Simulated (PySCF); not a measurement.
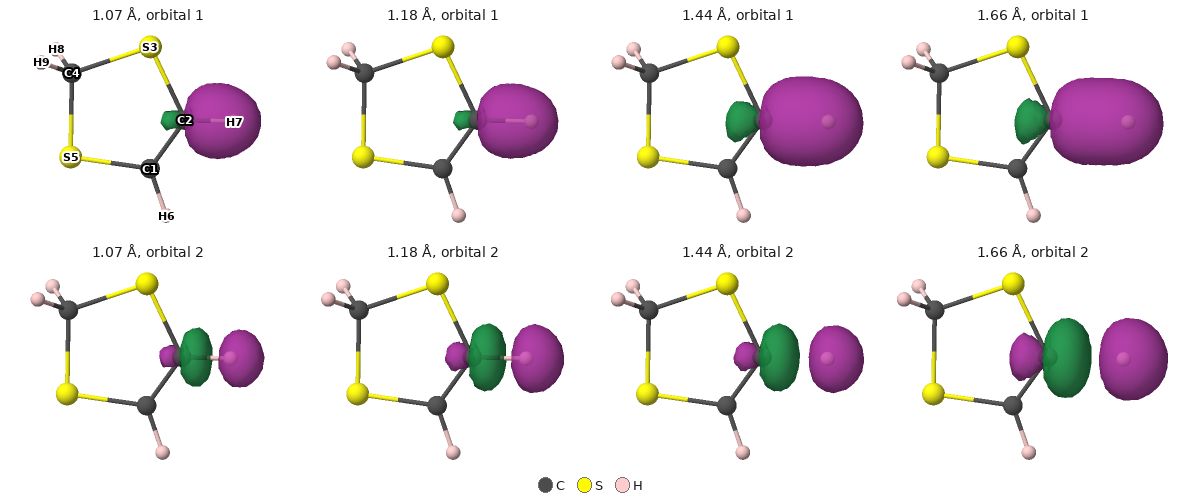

C3H4S2, SMILES `C1=CSCS1`. Rigid stretch of the C2–H7 bond. The two CASSCF(2,2) natural orbitals nearest half filling (orbital 1 the more occupied).

Computed with PySCF, def2-SVP basis, geometry: GFN2-xTB. No frequency check shows the geometry to be a minimum. GFN2-xTB bond lengths at metals and heavier atoms can be off by up to 0.1 Å and shapes distorted, which carries into these values.

> How do the occupations change along the stretch?

1.07 Å: 1.98 and 0.02; 1.18 Å: 1.98 and 0.02; 1.44 Å: 1.95 and 0.05; 1.66 Å: 1.91 and 0.09. At the longest distance computed (3.00 Å) they are 1.28 and 0.72, and the effective number of unpaired electrons is 1.7.

UHF's ⟨S²⟩ passes 1 along the scan (up to 1.27), so it also polarises electrons outside the stretched bond; its energy lowering isn't due to that bond alone.

> How much energy does the stretch cost?

By CASSCF, 4.7 eV from the lowest point of the scan (1.07 Å) to 3.00 Å; RHF gives 7.9 eV from its own lowest point. The fragments aren't relaxed and dynamic correlation is missing, so this isn't a bond dissociation energy.
